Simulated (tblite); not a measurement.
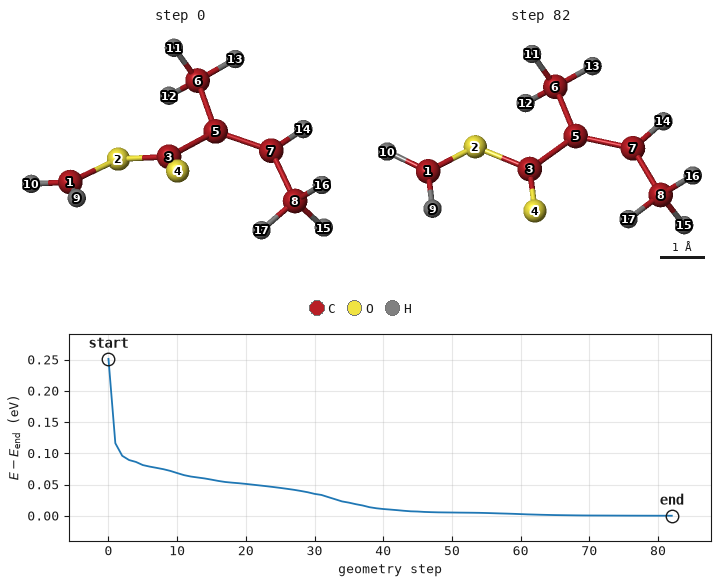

First and last geometry of a relaxation of C$_{6}$H$_{9}$O$_{2}$ (multiplicity 2), with the history of the run. A ball-and-stick model, seen from a free direction.

Theory: tblite 0.8.0, GFN2-xTB geometry optimisation, gas phase. 

Read the history and describe the run.

Answer. It converged. After 82 geometry steps the energy has fallen by 0.251 eV. The atom that moves furthest after the best rigid fit is O4 (1.11 Å). By element the largest moves are O 1.11 Å, H 0.83 Å, C 0.35 Å. Among the contacts that change: C1–O2 1.399 → 1.325 Å, C3–C5 1.499 → 1.465 Å, O2–C3 1.358 → 1.375 Å, C7–C8 1.498 → 1.485 Å. Bond angles that change, for instance: O2–C3–O4 128.5° → 120.4°, O4–C3–C5 123.2° → 128.6°, C1–O2–C3 115.2° → 119.7°. Groups turn about C3–C5 by about 40°. The run took 0.47 s on 1 thread of Arm Neoverse V1, on a shared host.

```
step  E − E(0), eV
   0        0.0000
   1       -0.1351
   2       -0.1553
   3       -0.1621
   4       -0.1651
   5       -0.1701
   6       -0.1726
   7       -0.1746
   8       -0.1767
   9       -0.1795
  10       -0.1829
  14       -0.1915
  18       -0.1983
  21       -0.2015
  25       -0.2067
  29       -0.2136
  33       -0.2249
  37       -0.2348
  40       -0.2405
  44       -0.2442
  48       -0.2458
  52       -0.2464
  55       -0.2469
  59       -0.2482
  63       -0.2497
  67       -0.2505
  71       -0.2509
  74       -0.2510
  78       -0.2512
  82       -0.2513
```
